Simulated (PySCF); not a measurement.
Consider C6H15OPSi (SMILES CCP1(=O)CC[SiH2]CC1).

Input file:

```
{"job": {"kind": "nmr", "xc": "PBE0", "basis": "pcSseg-1"}, "charge": 0, "multiplicity": 1}
C     -2.713180    -1.075503    -0.202068
C     -2.338167     0.395213    -0.271933
P     -0.540986     0.800651    -0.237782
O     -0.309965     2.250144    -0.302488
C      0.133431     0.032284     1.289186
C      1.597898     0.433160     1.402343
Si     2.588520    -0.241844    -0.071712
C      1.708108     0.279297    -1.672256
C      0.237220    -0.112546    -1.630207
H     -3.795879    -1.185900    -0.235034
H     -2.290571    -1.624061    -1.040253
H     -2.355172    -1.524339     0.721222
H     -2.720249     0.856115    -1.188417
H     -2.770532     0.951862     0.565966
H     -0.451481     0.423467     2.128756
H      0.019323    -1.051702     1.261266
H      1.647987     1.523988     1.400024
H      2.009227     0.095020     2.355549
H      2.592286    -1.713967     0.001719
H      3.953626     0.286492    -0.053083
H      2.188143    -0.149388    -2.554032
H      1.763502     1.364981    -1.774124
H     -0.280502     0.195425    -2.545095
H      0.115677    -1.189084    -1.506527
```

Run with:

```sh
OMP_NUM_THREADS=1 python probes_run.py task.json out
```

Geometry: GFN2-xTB.

Method: PBE0/pcSseg-1, SCF density, gas phase, non-relativistic in PySCF.

Q: What will maps of the electron density and electron localisation function show?

A: P–O (1.47 Å): ρ is about 1.9 e/Å³ halfway; the ELF peaks at about 0.80 between the atoms (a short, strongly polar bond).
C–C (1.52 Å): the density is about 1.6 e/Å³ at the midpoint; the ELF peaks at about 0.95 between the atoms: a covalent bond.
C–P (1.84 Å): the density is about 1.2 e/Å³ at the midpoint; the ELF peaks at about 0.95 between the atoms; localised, covalent bonding.
C–H (1.09 Å): ρ at the midpoint is about 2 e/Å³; the ELF climbs to about 1 towards the hydrogen, as it does in any bond to H; an ordinary covalent bond to hydrogen.

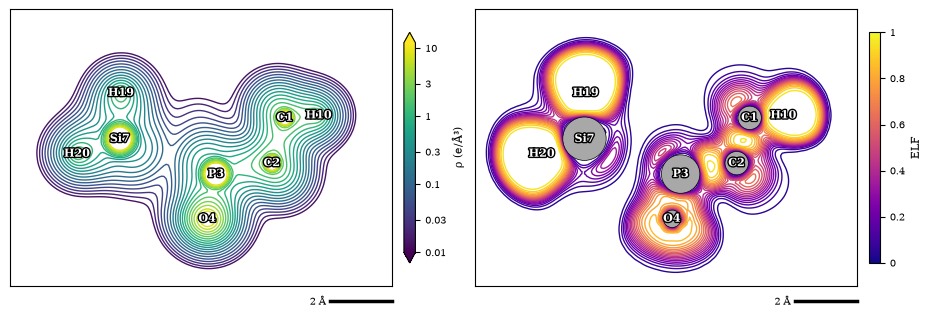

Computed electron density and electron localisation function on the plane of atoms C2, C1 and H10, in this order. Grey discs cover the atomic cores in the ELF map. 
